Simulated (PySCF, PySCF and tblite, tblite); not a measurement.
# C5H6FNO: conformers and averaged spectra

Which conformers does C5H6FNO (`C=C/C(F)=C\C(N)=O`) populate, and what do their averaged NMR parameters look like?

Programs: PySCF 2.14.0 with density-fitted response routines of our own, and tblite 0.8.0. All values are computed, except where a source is named. Atoms count from 0 throughout.

## 1. The molecule as given

14 atoms, charge 0, multiplicity 1; geometry from: MMFF94s geometry.

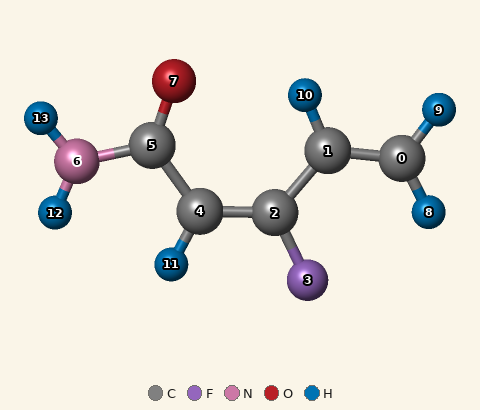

The starting geometry (carbon grey, fluorine purple, nitrogen pink, oxygen red, hydrogen blue), atoms numbered.

## 2. GFN2-xTB relaxation, conformer 1

Job settings and geometry (Å):

```
{"job": {"xc": "GFN2-xTB", "basis": "xTB", "kind": "relax"}, "charge": 0, "multiplicity": 1}
C     -2.785400     0.293200    -0.735900
C     -1.531500     0.401400    -0.322000
C     -0.545500    -0.667000    -0.443500
F     -1.005500    -1.789900    -1.048500
C      0.727800    -0.674200    -0.056200
C      1.454800     0.425500     0.597200
N      2.761100     0.132700     0.868600
O      0.992400     1.516500     0.899200
H     -3.167500    -0.606200    -1.210600
H     -3.488100     1.123300    -0.604500
H     -1.219700     1.325100     0.154600
H      1.290800    -1.579500    -0.255900
H      3.200800    -0.747500     0.662400
H      3.314800     0.846000     1.324800
```

Command:

```bash
$ OMP_NUM_THREADS=1 python ens_run.py task.json out
```

The driver reads the study from task.json and runs its stages one after another.

Output:

```text
step      E/eV     max force
  0    -692.11533    0.960
  1    -692.12977    0.675
  2    -692.14055    0.332
  3    -692.14470    0.259
  4    -692.14837    0.224
  5    -692.15163    0.194
  6    -692.15346    0.104
  7    -692.15447    0.104
  8    -692.15551    0.133
  9    -692.15650    0.125
 10    -692.15736    0.077
 11    -692.15800    0.060
 12    -692.15846    0.065
 13    -692.15880    0.060
 14    -692.15910    0.048
 15    -692.15936    0.040
 16    -692.15936    0.040
 17    -692.15946    0.031
 18    -692.15958    0.031
 19    -692.15963    0.026
 20    -692.15974    0.031
 21    -692.15982    0.033
 22    -692.15992    0.032
 23    -692.16002    0.030
 24    -692.16010    0.028
 25    -692.16021    0.034
 26    -692.16033    0.031
 27    -692.16046    0.034
 28    -692.16056    0.033
 29    -692.16065    0.030
 30    -692.16072    0.024
 31    -692.16077    0.016
 32    -692.16080    0.013
 33    -692.16082    0.012
 34    -692.16083    0.006
 35    -692.16083    0.004
```

Run time: 0.2 s. Hardware: 1 thread of Arm Neoverse V1, shared host.

The energy fell by 0.046 eV, and the atoms moved 0.04 Å (root mean square).

**GFN2-xTB relaxation, conformer 2**

Job settings and geometry (Å):

```
{"job": {"xc": "GFN2-xTB", "basis": "xTB", "kind": "relax"}, "charge": 0, "multiplicity": 1}
C     -1.888200    -1.118400    -0.405700
C     -1.837400     0.038700     0.268400
C     -0.824600     1.056000     0.109700
F     -1.343200     2.316700    -0.028900
C      0.500200     0.955400     0.100200
C      1.278000    -0.274900     0.313500
N      2.555100    -0.199200    -0.169900
O      0.883500    -1.267800     0.893300
H     -1.146800    -1.395900    -1.142500
H     -2.703200    -1.823500    -0.215000
H     -2.620300     0.270100     0.990500
H      1.070100     1.862100    -0.051800
H      3.138200    -1.013300    -0.025100
H      2.937800     0.593500    -0.658800
```

Output:

```text
step      E/eV     max force
  0    -691.92626    1.162
  1    -691.94512    0.656
  2    -691.95209    0.213
  3    -691.95462    0.166
  4    -691.95725    0.123
  5    -691.95898    0.157
  6    -691.96081    0.128
  7    -691.96208    0.086
  8    -691.96286    0.090
  9    -691.96341    0.071
 10    -691.96396    0.060
 11    -691.96457    0.063
 12    -691.96526    0.067
 13    -691.96605    0.088
 14    -691.96702    0.101
 15    -691.96825    0.103
 16    -691.96956    0.097
 17    -691.97067    0.075
 18    -691.97151    0.068
 19    -691.97217    0.070
 20    -691.97270    0.060
 21    -691.97312    0.049
 22    -691.97345    0.056
 23    -691.97380    0.059
 24    -691.97428    0.065
 25    -691.97483    0.064
 26    -691.97529    0.056
 27    -691.97561    0.056
 28    -691.97590    0.055
 29    -691.97628    0.051
 30    -691.97672    0.053
 31    -691.97714    0.047
 32    -691.97751    0.049
 33    -691.97791    0.059
 34    -691.97846    0.067
 35    -691.97921    0.083
 36    -691.98014    0.092
 37    -691.98121    0.074
 38    -691.98232    0.080
 39    -691.98332    0.077
 40    -691.98414    0.080
 41    -691.98492    0.095
 42    -691.98576    0.111
 43    -691.98642    0.153
 44    -691.98740    0.087
 45    -691.98816    0.064
 46    -691.98871    0.068
 47    -691.98945    0.085
 48    -691.99062    0.102
 49    -691.99252    0.138
 50    -691.98879    0.403
 51    -691.99620    0.156
 52    -691.99856    0.159
 53    -691.99965    0.502
 54    -692.00666    0.123
 55    -692.00904    0.121
 56    -692.01009    0.323
 57    -692.01253    0.118
 58    -692.01343    0.088
 59    -692.01574    0.159
 60    -692.01678    0.129
 61    -692.01917    0.116
 62    -692.02167    0.158
 63    -692.02353    0.177
 64    -692.02507    0.172
 65    -692.02651    0.100
 66    -692.02695    0.075
 67    -692.02727    0.100
 68    -692.02761    0.071
 69    -692.02793    0.056
 70    -692.02827    0.039
 71    -692.02827    0.039
 72    -692.02837    0.034
 73    -692.02852    0.037
 74    -692.02860    0.034
 75    -692.02874    0.034
 76    -692.02892    0.047
 77    -692.02911    0.038
 78    -692.02929    0.040
 79    -692.02941    0.029
 80    -692.02947    0.019
 81    -692.02953    0.021
 82    -692.02959    0.023
 83    -692.02964    0.021
 84    -692.02967    0.011
 85    -692.02968    0.009
 86    -692.02970    0.011
 87    -692.02972    0.012
 88    -692.02974    0.017
 89    -692.02977    0.019
 90    -692.02980    0.017
 91    -692.02982    0.012
 92    -692.02984    0.012
 93    -692.02987    0.016
 94    -692.02990    0.020
 95    -692.02993    0.014
 96    -692.02995    0.011
 97    -692.02997    0.013
 98    -692.03000    0.016
 99    -692.03005    0.022
100    -692.03010    0.021
101    -692.03016    0.018
102    -692.03021    0.015
103    -692.03025    0.016
104    -692.03029    0.019
105    -692.03034    0.021
106    -692.03038    0.018
107    -692.03041    0.014
108    -692.03044    0.014
109    -692.03047    0.013
110    -692.03049    0.016
111    -692.03052    0.016
112    -692.03054    0.012
113    -692.03056    0.012
114    -692.03057    0.010
115    -692.03058    0.009
116    -692.03059    0.006
117    -692.03060    0.007
118    -692.03060    0.005
119    -692.03060    0.004
```

It took 0.59 s on 1 thread of Arm Neoverse V1, shared host.

Relaxing gained 0.104 eV and moved the atoms by 0.57 Å on average (rms).

## 3. Shieldings, conformer 1: PBE0/pcSseg-1

Job settings and geometry (Å):

```
{"job": {"xc": "PBE0", "basis": "pcSseg-1", "kind": "nmr", "pop": true}, "charge": 0, "multiplicity": 1}
C     -2.770692     0.308724    -0.723428
C     -1.509772     0.396615    -0.308047
C     -0.553832    -0.675067    -0.451861
F     -1.026577    -1.796147    -1.045755
C      0.732473    -0.690336    -0.070664
C      1.431895     0.425518     0.590817
N      2.731613     0.151981     0.875198
O      0.937430     1.499159     0.873186
H     -3.152301    -0.581848    -1.196699
H     -3.459317     1.126108    -0.602085
H     -1.114724     1.281835     0.167292
H      1.306650    -1.586208    -0.258851
H      3.166685    -0.724238     0.652269
H      3.279793     0.863430     1.328415
```

Output:

```text
coarse grid: 12384 points
cycle   1  E = -423.2023093715  dE =  1.369e+00  |g| = 9.285e-01  |ddm| = 3.514e+00
cycle   2  E = -422.6805021260  dE =  5.218e-01  |g| = 1.851e+00  |ddm| = 2.755e+00
cycle   3  E = -423.3554298349  dE = -6.749e-01  |g| = 2.728e-01  |ddm| = 2.186e+00
cycle   4  E = -423.3688679767  dE = -1.344e-02  |g| = 9.727e-02  |ddm| = 2.526e-01
cycle   5  E = -423.3704386594  dE = -1.571e-03  |g| = 3.246e-02  |ddm| = 8.424e-02
cycle   6  E = -423.3707053194  dE = -2.667e-04  |g| = 7.365e-03  |ddm| = 3.343e-02
cycle   7  E = -423.3707155818  dE = -1.026e-05  |g| = 3.350e-03  |ddm| = 7.221e-03
cycle   8  E = -423.3707181681  dE = -2.586e-06  |g| = 5.373e-04  |ddm| = 2.691e-03
final grid: 122080 points
cycle   9  E = -423.4319707250  dE = -2.208e-05  |g| = 1.200e-02  |ddm| = 3.363e-02
cycle  10  E = -423.4319027779  dE =  6.795e-05  |g| = 2.263e-02  |ddm| = 2.554e-02
cycle  11  E = -423.4319982223  dE = -9.544e-05  |g| = 2.240e-03  |ddm| = 1.832e-02
cycle  12  E = -423.4319993249  dE = -1.103e-06  |g| = 4.126e-04  |ddm| = 2.114e-03
cycle  13  E = -423.4319993525  dE = -2.761e-08  |g| = 1.529e-04  |ddm| = 4.139e-04
cycle  14  E = -423.4319993573  dE = -4.799e-09  |g| = 4.846e-05  |ddm| = 1.462e-04
cycle  15  E = -423.4319993578  dE = -4.798e-10  |g| = 1.332e-05  |ddm| = 4.777e-05
converged SCF energy = -423.4319993578

GIAO shielding tensors (ppm)
atom      isotropic    diamagn.    paramagn.     s11        s22        s33       span
  0 C       55.795     252.117    -196.322    -58.954     48.667    177.673    236.627
  1 C       51.457     257.433    -205.976    -65.855     55.947    164.279    230.134
  2 C        7.516     250.486    -242.970    -93.090     40.696     74.943    168.033
  3 F      276.745     476.413    -199.669    169.103    290.728    370.403    201.299
  4 C       82.659     260.751    -178.092      5.568    101.785    140.625    135.057
  5 C       20.754     244.995    -224.241    -70.102     33.219     99.146    169.248
  6 N      149.253     322.377    -173.124     59.121    145.029    243.609    184.489
  7 O      -57.691     404.933    -462.624   -342.216   -175.046    344.188    686.403
  8 H       25.407      29.990      -4.583     22.248     24.096     29.876      7.628
  9 H       25.712      28.594      -2.882     23.330     25.020     28.786      5.456
 10 H       23.205      32.296      -9.092     18.786     21.193     29.635     10.850
 11 H       26.481      33.657      -7.176     23.433     24.910     31.101      7.669
 12 H       26.841      31.892      -5.051     22.123     25.790     32.611     10.487
 13 H       27.192      29.508      -2.316     23.093     23.430     35.054     11.961
```

Run time: 18 s. Hardware: 1 thread of Arm Neoverse V1, shared host; peak memory 0.92 GiB.

In short: HOMO -7.22 eV, LUMO -1.79 eV; dipole 2.38 D.

## 4. Shieldings, conformer 2: PBE0/pcSseg-1

Job settings and geometry (Å):

```
{"job": {"xc": "PBE0", "basis": "pcSseg-1", "kind": "nmr", "pop": false}, "charge": 0, "multiplicity": 1}
C     -1.964618    -1.206484    -0.006462
C     -1.969690     0.121070     0.068719
C     -0.824659     0.999317     0.143817
F     -1.224253     2.293762     0.279839
C      0.509365     0.845868     0.094767
C      1.332036    -0.364510    -0.054924
N      2.656028    -0.082745    -0.178307
O      0.943009    -1.515923    -0.066918
H     -1.048803    -1.770574    -0.017510
H     -2.891431    -1.752524    -0.059374
H     -2.906835     0.665644     0.086095
H      1.074517     1.766624     0.170994
H      3.294071    -0.851936    -0.293726
H      3.020583     0.851938    -0.189175
```

Output:

```text
coarse grid: 12384 points
cycle   1  E = -423.1924807460  dE =  1.370e+00  |g| = 9.323e-01  |ddm| = 3.562e+00
cycle   2  E = -422.6658897208  dE =  5.266e-01  |g| = 1.854e+00  |ddm| = 2.843e+00
cycle   3  E = -423.3467506324  dE = -6.809e-01  |g| = 2.753e-01  |ddm| = 2.274e+00
cycle   4  E = -423.3606144270  dE = -1.386e-02  |g| = 9.452e-02  |ddm| = 2.586e-01
cycle   5  E = -423.3620468967  dE = -1.432e-03  |g| = 3.303e-02  |ddm| = 8.354e-02
cycle   6  E = -423.3623230436  dE = -2.761e-04  |g| = 7.867e-03  |ddm| = 3.431e-02
cycle   7  E = -423.3623341552  dE = -1.111e-05  |g| = 3.737e-03  |ddm| = 8.086e-03
cycle   8  E = -423.3623374954  dE = -3.340e-06  |g| = 5.835e-04  |ddm| = 3.418e-03
final grid: 122080 points
cycle   9  E = -423.4244414890  dE = -2.077e-05  |g| = 1.288e-02  |ddm| = 3.869e-02
cycle  10  E = -423.4243635375  dE =  7.795e-05  |g| = 2.428e-02  |ddm| = 2.840e-02
cycle  11  E = -423.4244729994  dE = -1.095e-04  |g| = 2.379e-03  |ddm| = 2.023e-02
cycle  12  E = -423.4244742529  dE = -1.254e-06  |g| = 4.285e-04  |ddm| = 2.309e-03
cycle  13  E = -423.4244742829  dE = -2.996e-08  |g| = 1.492e-04  |ddm| = 4.078e-04
cycle  14  E = -423.4244742872  dE = -4.323e-09  |g| = 3.525e-05  |ddm| = 1.378e-04
cycle  15  E = -423.4244742874  dE = -2.283e-10  |g| = 1.662e-05  |ddm| = 4.144e-05
converged SCF energy = -423.4244742874

GIAO shielding tensors (ppm)
atom      isotropic    diamagn.    paramagn.     s11        s22        s33       span
  0 C       40.823     257.873    -217.051    -85.480     31.658    176.291    261.771
  1 C       53.716     255.740    -202.024    -52.738     69.567    144.320    197.058
  2 C        7.667     250.143    -242.475    -91.856     42.093     72.765    164.621
  3 F      247.031     479.273    -232.242    171.076    272.268    297.750    126.674
  4 C       79.099     261.578    -182.479      3.055    102.913    131.329    128.274
  5 C       20.216     245.376    -225.160    -69.637     30.978     99.308    168.945
  6 N      149.864     322.798    -172.935     62.363    143.861    243.366    181.003
  7 O      -60.909     404.962    -465.871   -322.237   -180.257    319.768    642.004
  8 H       22.531      32.270      -9.740     18.708     22.563     26.321      7.613
  9 H       25.167      28.152      -2.985     22.124     25.240     28.137      6.013
 10 H       25.292      28.756      -3.463     22.872     24.463     28.542      5.669
 11 H       26.266      33.107      -6.841     22.756     24.436     31.607      8.851
 12 H       27.245      30.194      -2.949     23.295     23.469     34.972     11.678
 13 H       26.734      32.133      -5.398     21.744     25.848     32.611     10.868
```

It took 16 s on 1 thread of Arm Neoverse V1, shared host; peak memory 0.71 GiB.

This run: HOMO -7.17 eV, LUMO -1.81 eV; dipole 2.02 D.

## 5. The ensemble: properties at PBE0/pcSseg-1

Job settings and geometry (Å):

```
{"job": {"study": "conf", "smiles": "C=C/C(F)=C\\C(N)=O", "search": {"seed": 2652, "n_embed": 150, "ff_keep": 22, "window": 3.0, "nmax": 10, "temps": [220, 260, 298.15, 340, 380], "t_ref": 298.15, "order": 0.001}, "level": {"nmr": {"xc": "PBE0", "basis": "pcSseg-1"}}, "kind": "conf"}, "charge": 0, "multiplicity": 1}
C     -2.770692     0.308724    -0.723428
C     -1.509772     0.396615    -0.308047
C     -0.553832    -0.675067    -0.451861
F     -1.026577    -1.796147    -1.045755
C      0.732473    -0.690336    -0.070664
C      1.431895     0.425518     0.590817
N      2.731613     0.151981     0.875198
O      0.937430     1.499159     0.873186
H     -3.152301    -0.581848    -1.196699
H     -3.459317     1.126108    -0.602085
H     -1.114724     1.281835     0.167292
H      1.306650    -1.586208    -0.258851
H      3.166685    -0.724238     0.652269
H      3.279793     0.863430     1.328415
```

Output:

```text
conformer  sym    E(xTB)   E(DFT)   G(298.15 K)  weight  dipole/D
    1     Cs      0.000    0.000    0.000   0.9995    2.378
    2     C1      3.003    4.542    4.530   0.0005    2.015

mean shielding (ppm) by class
class atoms           220 K      260 K   298.15 K      340 K      380 K
  0 C  0             55.795     55.793     55.788     55.777     55.759
  1 C  1             51.457     51.457     51.458      51.46     51.463
  2 C  2              7.516      7.516      7.516      7.516      7.517
  3 F  3            276.744     276.74     276.73    276.708    276.672
  4 C  4             82.659     82.659     82.658     82.655     82.651
  5 C  5             20.754     20.754     20.754     20.754     20.753
  6 N  6            149.253    149.253    149.253    149.254    149.254
  7 O  7            -57.691    -57.692    -57.693    -57.695    -57.699
  8 H  8             25.407     25.406     25.405     25.403       25.4
  9 H  9             25.712     25.712     25.712     25.711     25.711
 10 H  10            23.205     23.205     23.206     23.207      23.21
 11 H  11            26.481     26.481     26.481     26.481     26.481
 12 H  12,13         27.017     27.017     27.017     27.017     27.017
```

Wall time 37 s (1 thread of Arm Neoverse V1, shared host). This counts the runs that the step sums up.

The search (ETKDG and KDG, MMFF94s, GFN2-xTB) embedded 150 structures, kept 4 distinct ones after the force field and 3 after xTB; 2 were carried on (window 3.0 kcal/mol at the search's own energies). Energies: PBE0/pcSseg-1 with D3(BJ).

Conformer by conformer (298 K):

```
no.  group  mirror pair  ΔE xTB  ΔE DFT    ΔG  weight (%)  μ (D)  C0–C1–C2–F3 (°)  C2–C4–C5–O7 (°)  O7–C5–N6–H12 (°)     A, B, C (GHz)
  1     Cs           no    0.00    0.00  0.00       100.0   2.38                0                0              -180  4.19, 1.26, 0.97
  2     C1           no    3.00    4.54  4.53         0.0   2.02             -177               -6                 1  3.11, 1.53, 1.03
```

Energies in kcal/mol. ΔG holds xTB vibrations and rotation, symmetry numbers and mirror pairs.

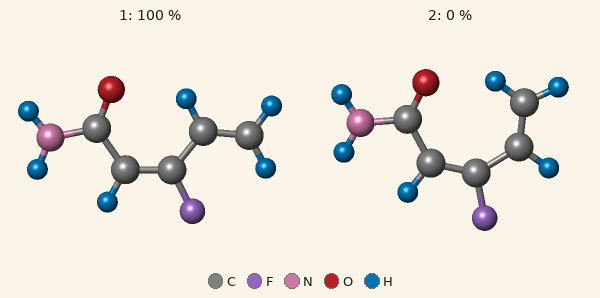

The conformers with their weights.

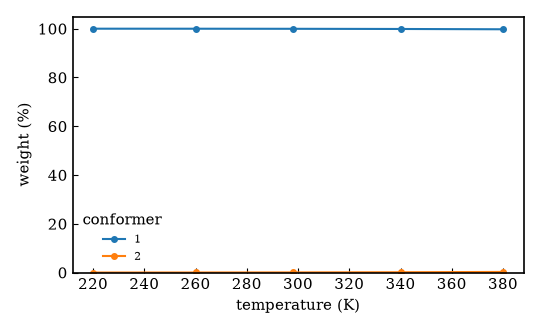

Weights against temperature.

Other ways of weighting, at the same temperature:

```
                                  scheme    1   2  mean μ (D)
                         DFT free energy  100   0        2.38
            DFT energy, symmetry counted  100   0        2.38
                        DFT energy alone  100   0        2.38
            xTB energy, symmetry counted   99   1        2.38
                         xTB free energy   99   1        2.38
                   lowest conformer only  100   0        2.38
                           equal weights   50  50        2.20
conformers found from three starts alone  100   0        2.38
```

Shifts against references run at the same level (19F CFCl3 170.9, 17O H2O 336.1, 15N NH3 267.7, 1H TMS 31.72, 13C TMS 186.9 ppm of shielding), by class of atoms, at 298 K:

```
   atoms                                environment   no. 1  no. 2  average
      C2                 β carbon of a C=C–C=O unit   179.4  179.3    179.4
      C5                      amide carbonyl carbon   166.2  166.7    166.2
      C1                                  alkene CH   135.5  133.2    135.5
      C0                       terminal =CH2 carbon   131.1  146.1    131.1
      C4                 α carbon of a C=C–C=O unit   104.3  107.8    104.3
     H10                   hydrogen on an alkene CH    8.51   6.42     8.51
      H8         hydrogen on a terminal =CH2 carbon    6.31   9.19     6.31
      H9         hydrogen on a terminal =CH2 carbon    6.00   6.55     6.00
     H11  hydrogen on an α carbon of a C=C–C=O unit    5.24   5.45     5.24
H12, H13         hydrogen on an amide-type nitrogen    4.70   4.73     4.70
      F3                           vinylic fluorine  -105.8  -76.1   -105.8
      N6                        amide-type nitrogen   118.5  117.9    118.5
      O7                 amide-type carbonyl oxygen   393.8  397.0    393.8
```

Effective distances for nuclear Overhauser effects, ⟨r⁻⁶⟩^(−1/6) over all pairs of two classes (Å): H8···H9 1.83; H9···H10 2.47; H11···H12 2.49; H8···H10 3.08; H10···H11 3.78.

## 6. Summary of results

| quantity | value |
| --- | --- |
| conformers | 2; the first in weight is no. 1 (Cs), 100 % at 298 K |
| root-mean-square dipole | 2.38 D |
| averaged 13C shifts (PBE0/pcSseg-1) | 179.4, 166.2, 135.5, 131.1, 104.3 ppm |
| averaged 1H shifts (PBE0/pcSseg-1) | 8.51, 6.31, 6.00, 5.24, 4.70 ppm |
| averaged 19F shifts (PBE0/pcSseg-1) | -105.8 ppm |

Conformer 1 leads with 100 % at 298 K, and its share goes from 100 % at 220 K to 100 % at 380 K. Where an open-chain amide-type bond turns slowly on the NMR time scale, such averages don't hold. Protons on O, N, S or Se exchange and bind to solvent, so their values hold for the lone molecule only.
